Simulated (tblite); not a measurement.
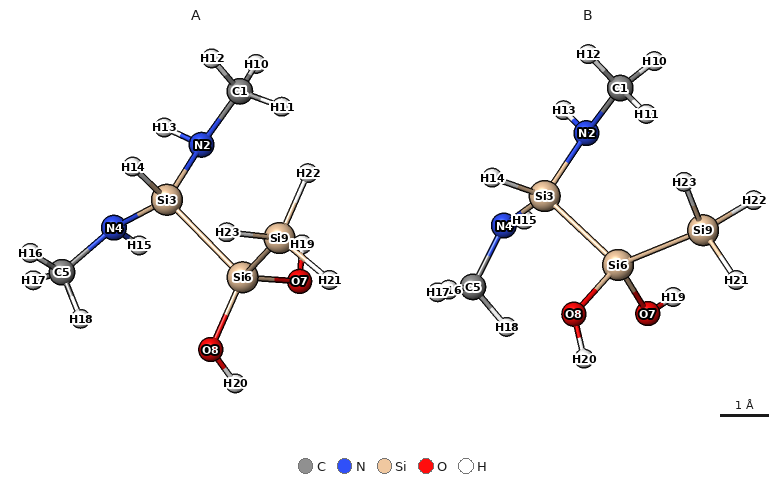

Two geometries of C$_{2}$H$_{14}$N$_{2}$O$_{2}$Si$_{3}$, drawn at one scale. One is the start of a relaxation, the other its converged end. Style: ball-and-stick. Shown at a tilt.

Level of theory: tblite, GFN2-xTB geometry optimisation, gas phase. 

Q: Which of the two is the end point?

A: Structure B is the relaxed one. H23 moves most after the best rigid fit: 1.81 Å. By element the largest moves are H 1.81 Å, O 1.34 Å, Si 0.87 Å, C 0.74 Å, N 0.38 Å. Near-neighbour distances that change, for instance: Si3–Si6 2.363 → 2.315 Å, Si3–N4 1.704 → 1.732 Å, N4–C5 1.470 → 1.443 Å, Si9–H23 1.494 → 1.469 Å. Among the angles between lasting bonds that change: Si3–Si6–Si9 102.9° → 123.1°, Si3–N2–H13 104.1° → 115.1°, Si3–N4–H15 107.7° → 117.3°. Groups turn about Si3–Si6 by about 50°, Si6–O7 by about 35°, Si3–N4 by about 25°. The energy falls by 12.8 kcal/mol in 237 geometry steps. The run took 5 s on 1 thread of Arm Neoverse N1, with other jobs on the host.
